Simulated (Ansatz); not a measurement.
Relaxed TiC (rock salt):

```xyz
4
Lattice="0.0000 4.3285 4.3285 2.1643 2.1643 4.3285 2.1643 2.1643 0.0000" Properties=species:S:1:pos:R:3 pbc="T T T"
C      0.0000     0.0000     0.0000
C      2.1643     4.3285     6.4928
Ti     2.1643     6.4928     6.4928
Ti     2.1643     4.3285     4.3285
```

A phonon eigenvector at X = (0.5, 0.5, 0.0) is frozen into this cell: atom i moves by Q times the vector below, so Q is the largest atomic displacement, in Å. The cell is held. (q is in reciprocal vectors of the primitive cell; the cell shown is doubled to hold the pattern.)

```
atom      x      y       z
----  -----  -----  ------
C1    0.000  0.000   0.090
C2    0.000  0.000  -0.090
Ti3   0.000  0.000  -1.000
Ti4   0.000  0.000   1.000
```

Level of theory: r2SCAN (plane waves to 500 eV, PAW, scalar-relativistic; Ansatz, a first-principles code). k mesh 18×18×18 (Γ-centred), Fermi-Dirac smearing 0.05 eV. Energies are smeared free energies. With partly filled bands, energies and forces of such displacements shift with the k mesh and the smearing. The PAW data are Ansatz's earlier set. TiC is run without spin polarisation. TiC was relaxed with its symmetry unable to fall. The zero of ΔE is the undisplaced structure.

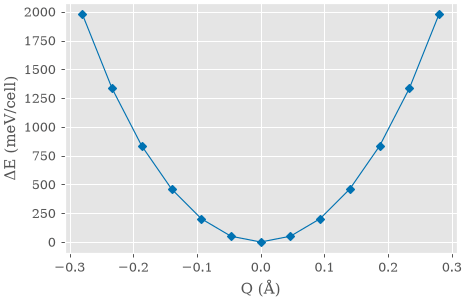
Figure. ΔE (meV/cell) against Q (Å); one marker a computed point.

Space group of the distorted cell: P4/nmm (No. 129), lowered from Fm-3m. Symmetry of the curve: even: the same for both signs. Shape of the curve: a single well with its minimum at or next to zero displacement. Harmonic wavenumber from the curvature (finite differences): 361 cm⁻¹. Wavenumber by perturbation theory (DFPT, on another k mesh): 361 cm⁻¹.

E″ = 46.06 eV/Å², M = Σ mᵢ|uᵢ|² = 95.9 u, ν̃ = 521.5·√(|E″|/M).

(For displaced atoms, the force is minus the slope of the energy, and its curvature is a force constant, which sets phonon frequencies.)
